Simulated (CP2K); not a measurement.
Consider silacyclobutane at its PBE geometry (Å).

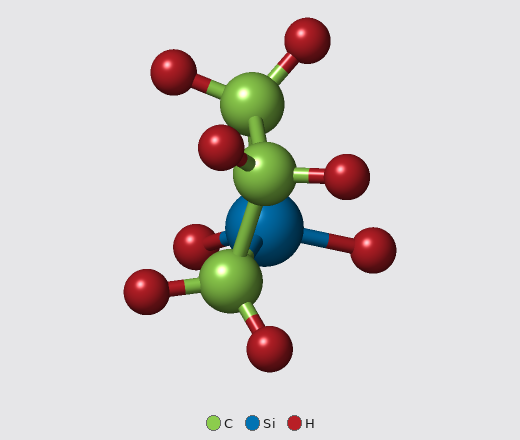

The molecule (carbon green, silicon blue, hydrogen red).

```xyz
12

C     0.6690    0.2224    0.8255
C     0.8596   -0.7971   -0.3489
Si   -0.9470   -0.4479   -0.7819
C    -0.5447    1.0560    0.2911
H     1.5627    0.8175    1.0634
H     0.3804   -0.3125    1.7415
H     1.5414   -0.3954   -1.1120
H     1.2016   -1.8003   -0.0716
H    -1.8992   -1.3967   -0.1267
H    -1.3741   -0.2807   -2.2064
H    -0.2024    1.9048   -0.3178
H    -1.2473    1.4301    1.0439
```

Method: CP2K XAS_TDP, all-electron GAPW, PBEh(45%), aug-pc-1, TDA, GW2X-corrected core level, no relativity.

Question: Predict the bright core excitations at the C K edge.

Leading lines: C1 289.30 eV and C2 288.31 eV. The leading line of an atom is its first one with 35 % of the strongest within 2.5 eV of its lowest line over the strength cut. Core ionisation energies at this level: C1 291.33 and C2 290.51 eV.

The first six lines of each atom with a strength over 0.0015:

```
                                 atom  energy (eV)  states  strength, one atom  above the computed threshold
           C1 (bonded to 2 C and 2 H)       289.30       1              0.0066                              
                                            289.56       1              0.0102                              
                                            289.71       1              0.0161                              
                                            290.73       1              0.0036                              
                                            290.87       1              0.0030                              
                                            291.27       1              0.0033                              
C2 (bonded to C, Si and 2 H), 2 alike       288.31       1              0.0082                              
                                            288.67       1              0.0127                              
                                            288.95       1              0.0135                              
                                            289.23       1              0.0096                              
                                            289.72       1              0.0048                              
                                            289.91       1              0.0022
```

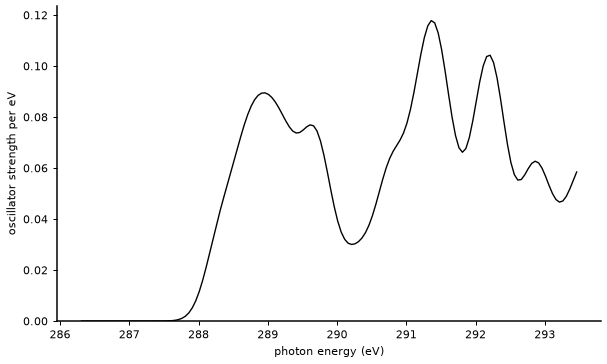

All atoms added, broadened by 0.5 eV.

Lines are vertical, at one geometry, with no vibrational structure. GW2X ionisation energies and lines can be off by 1 to 2 eV either way, and a good line position may hide errors that cancel. These values hold no scalar relativity, about 0.1 eV for C 1s. Rydberg lines, and the discretised continuum above threshold, depend on the basis and the box.

[Banner, clock and machine lines of the logs are left out without a mark of their own.]

[Logs are printed without paths, hosts, clocks, repeated set-up lines and the standing remarks that a program may print on its own settings, such as how far it seeks lower states.]

[Hosts, paths, dates, database ids (printed as entryN), source tags and the programs' standing remarks are cut or masked in the printed files.]
